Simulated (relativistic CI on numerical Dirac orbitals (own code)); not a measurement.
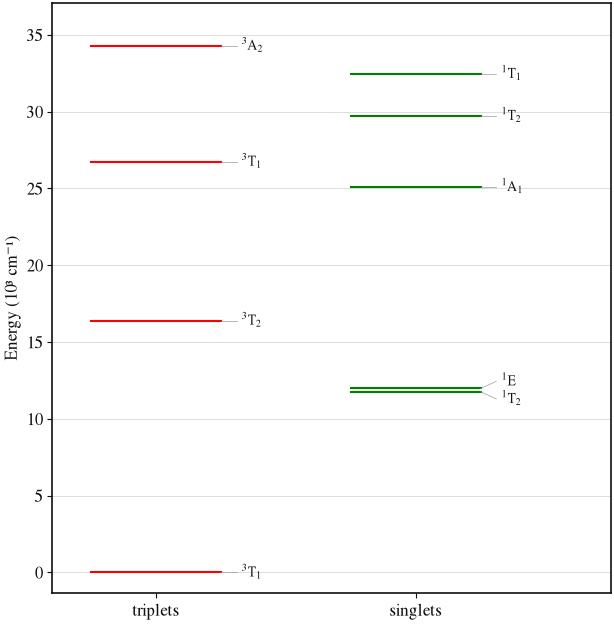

Terms of a d² ion in a cubic field. Parametric ligand-field model of a d shell (Racah B and C, crystal field, no spin-orbit coupling), computed by exact diagonalisation.

Estimate 10Dq, B and C, and say whether the site is octahedral or tetrahedral.

Octahedral, |10Dq| = 17,900 cm⁻¹, B = 790 cm⁻¹, C = 3,290 cm⁻¹. The ground term is ³T₁, with 0.0 electrons in the e pair. Lowest spin-allowed bands: ³T₂ at 16,400 cm⁻¹, ³T₁ at 26,700 cm⁻¹ and ³A₂ at 34,300 cm⁻¹. Lowest spin-forbidden terms: ¹T₂ at 11,800 cm⁻¹ and ¹E at 12,000 cm⁻¹.
